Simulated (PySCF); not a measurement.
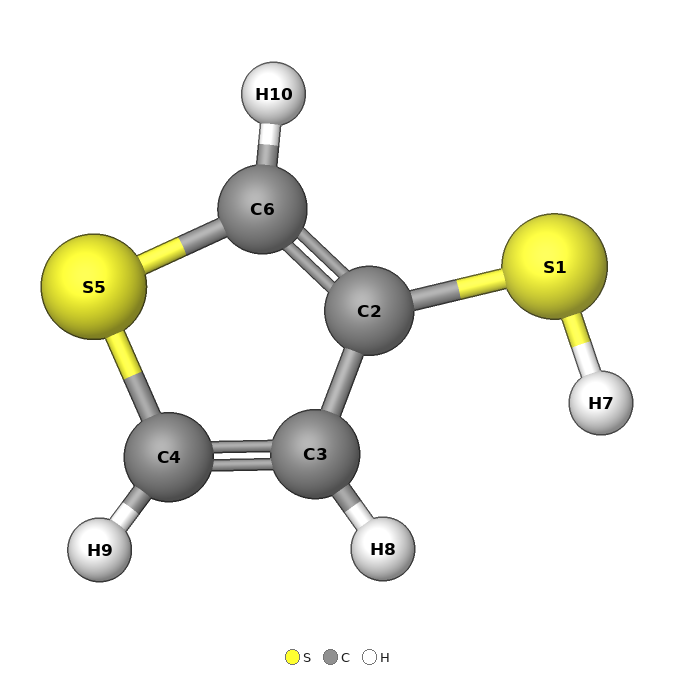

The computed structure is the end point of a GFN2-xTB optimisation. No frequency run is at hand to confirm it as a minimum. Electric field gradients from the ground-state density, PBE0/pcSseg-1 (PySCF 2.14.0), non-relativistic apart from any core potentials.

Give the largest field-gradient component, the quadrupole coupling constant and the asymmetry for 33S at S1 (Q = −67.81 mb), 33S at S5 (Q = −67.81 mb), 2H at H7 (Q = 2.86 mb), 2H at H8 (Q = 2.86 mb), 2H at H9 (Q = 2.86 mb), 2H at H10 (Q = 2.86 mb).

```json
{"atom": "S1", "V_zz (a.u.)": "−2.781", "e²qQ/h (MHz)": "44.3", "η": "0.73"}
{"atom": "S5", "V_zz (a.u.)": "1.864", "e²qQ/h (MHz)": "−29.7", "η": "0.59"}
{"atom": "H7", "V_zz (a.u.)": "0.245", "e²qQ/h (MHz)": "0.164", "η": "0.19"}
{"atom": "H8", "V_zz (a.u.)": "0.339", "e²qQ/h (MHz)": "0.228", "η": "0.09"}
{"atom": "H9", "V_zz (a.u.)": "0.347", "e²qQ/h (MHz)": "0.233", "η": "0.09"}
{"atom": "H10", "V_zz (a.u.)": "0.348", "e²qQ/h (MHz)": "0.234", "η": "0.11"}
```
